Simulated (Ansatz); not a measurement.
**FGaH$_{4}$N$_{2}$: density, localisation and related maps**

Input

```
basis:
  gaussian:
    orbitals: def2-TZVPD
crystal:
  periodic: [false, false, false]
  atoms:
    - symbol: F
      position_ang: [1.478984, 0.177422, 3.714568]
    - symbol: Ga
      position_ang: [0.757863, 0.360981, 2.122214]
    - symbol: "N"
      position_ang: [1.347279, -0.791397, 0.865370]
    - symbol: "N"
      position_ang: [-0.611143, 1.531658, 2.020128]
    - symbol: H
      position_ang: [1.181330, -0.645400, -0.124023]
    - symbol: H
      position_ang: [2.211743, -1.299263, 1.020699]
    - symbol: H
      position_ang: [-0.744912, 2.208365, 2.764124]
    - symbol: H
      position_ang: [-0.954356, 1.888027, 1.135276]
hamiltonian:
  xc: {name: PBE0}
output:
  forces: true
  orbitals: {seedname: orbitals}
```

Launched as:

```sh
ansatz run input.yaml --threads 2 --pin off --max-ram 4350MiB --events-out events.jsonl --progress --plain --runs-dir runs
```

Geometry: r2SCAN-D4/def2-SVP.

These are results of isolated molecule in a Gaussian basis; Kohn-Sham density functional theory, functional PBE0 (Ansatz), not measurements.

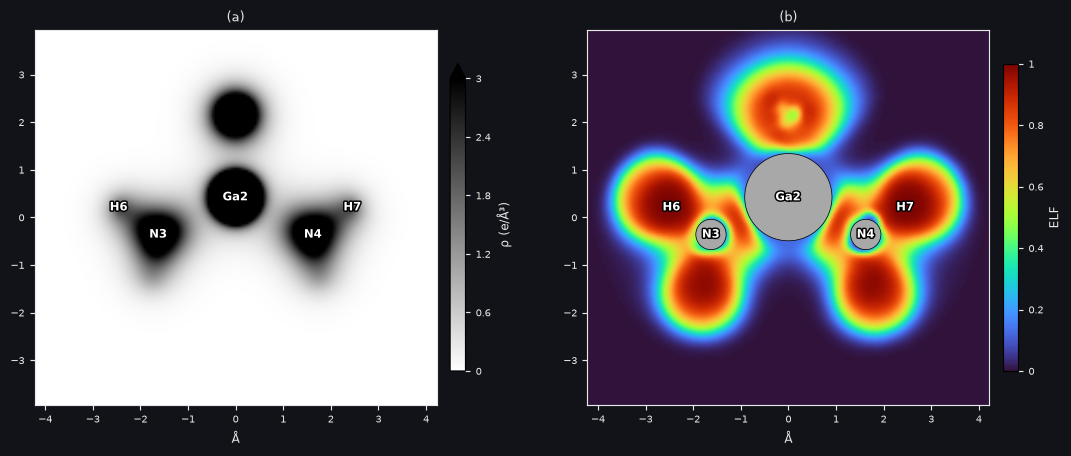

Figure 1. (a) total electron density; (b) electron localisation function on the plane of atoms N3, Ga2 and N4. Grey discs cover the atomic cores in the ELF map.

Interpret the plot.

Answer. The plane passes through Ga, N and H nuclei.
Ga–N (1.80 Å): the density is about 0.96 e/Å³ at the midpoint; the ELF peaks at about 0.85 in the valence shell of N, 0.6 Å from its nucleus, and is about 0.30 at the midpoint.
N–H (1.01 Å): the density is about 2.8 e/Å³ at the midpoint; the ELF climbs to about 1 towards the hydrogen, as it does in any bond to H: an ordinary covalent bond to hydrogen.
The ELF also peaks beside F1, away from the bonds: lone-pair regions.

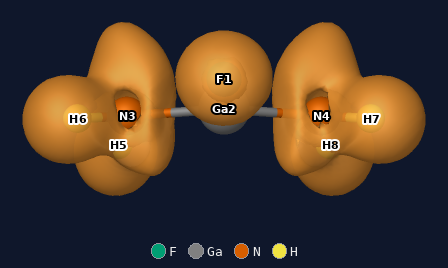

Figure 2. Isosurface of the ELF at 0.75 (orange), seen from one side. Only the valence region is drawn (cores and ρ < 0.01 e/Å³ removed).

What do the ELF domains correspond to?

Answer. The surface consists of one region wrapped around F (its valence shell) and two joined regions spread over several atoms (H, N), in which their bonds and any lone pairs are merged.


Ga–F (1.76 Å): the ELF peaks at about 0.80 in the valence shell of F, 0.5 Å from its nucleus, and is about 0.20 at the midpoint.

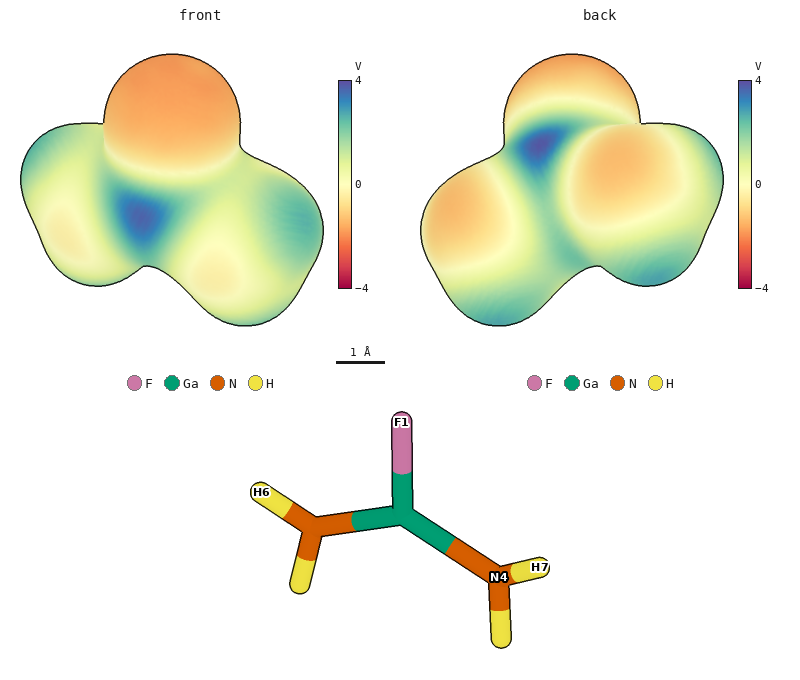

Figure 3. The molecular electrostatic potential painted on the density surface at 0.004 e/bohr³, seen from the front and from behind; the colour scale runs from red (negative) to blue (positive). The bare structure is drawn below in the same view.

Which sites attract a positive test charge, and which a negative one?

Answer. A positive charge is drawn to the negative regions and a negative charge to the positive ones. The most negative region (about −1.8 V) lies over F1, the most positive (about +3.7 V) over Ga2.

How polar is the molecule by this calculation?

Answer. Its dipole moment is 3.11 D.
